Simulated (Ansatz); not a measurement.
Input

```
crystal:
  periodic: [false, false, false]
  atoms:
    - { symbol: B, position_ang: [-1.3189, -0.6453, 0.3193] }
    - { symbol: C, position_ang: [-0.1564, -0.9807, 1.2272] }
    - { symbol: C, position_ang: [1.0149, -0.4517, 0.9396] }
    - { symbol: Si, position_ang: [1.2575, 0.6925, -0.5004] }
    - { symbol: Si, position_ang: [-0.9257, 0.5988, -1.1487] }
    - { symbol: H, position_ang: [-2.4556, -1.0069, 0.485] }
    - { symbol: H, position_ang: [-0.2587, -1.6481, 2.0729] }
    - { symbol: H, position_ang: [1.9524, -0.67, 1.5567] }
    - { symbol: H, position_ang: [2.0783, 0.1365, -1.48] }
    - { symbol: H, position_ang: [1.5716, 2.036, -0.047] }
    - { symbol: H, position_ang: [-1.6108, 1.9048, -0.9604] }
    - { symbol: H, position_ang: [-1.0717, -0.021, -2.4301] }
basis:
  gaussian: { orbitals: def2-mTZVP }
hamiltonian:
  xc: hf
relax:
  f_tol: 0.02
  max_steps: 50
output:
  orbitals: {}
```

Command:

```sh
ansatz run input.yaml --threads 2 --pin off --max-ram 3072MiB --backend cpu --events-out ev --progress --plain --runs-dir out
```

The fields are those of the relaxed geometry.

These are results of RHF/def2-mTZVP (Ansatz 0.2.0), not measurements.

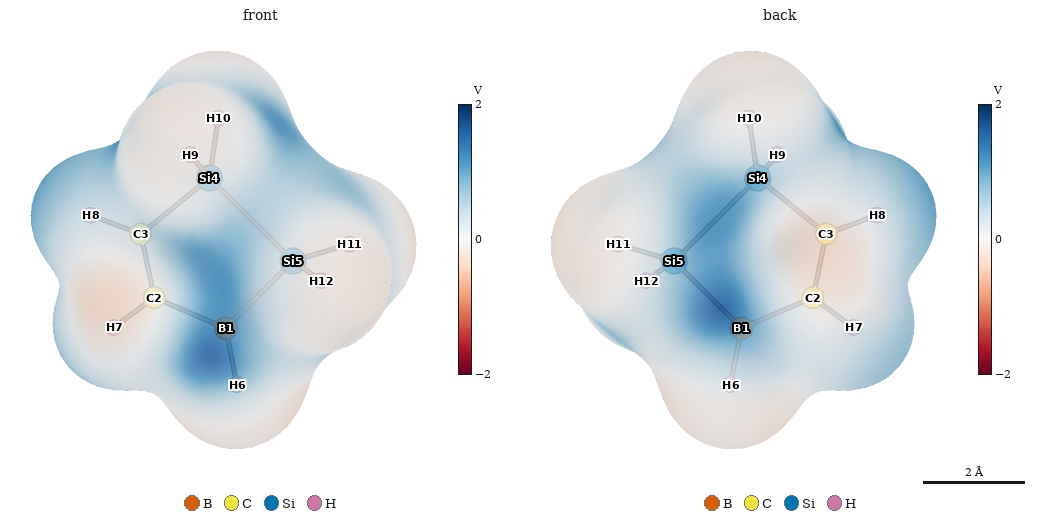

C2H7BSi2. The electrostatic potential painted on the density surface at 0.002 e/bohr³, seen from the front and from behind; red is negative and blue positive.

Where is the surface potential most negative and most positive?

The most negative region (about −0.4 V, or −9 kcal/mol for a unit charge) lies over the π face of C2 and C3, the most positive (about +1.6 V, or +37 kcal/mol for a unit charge) over B1.
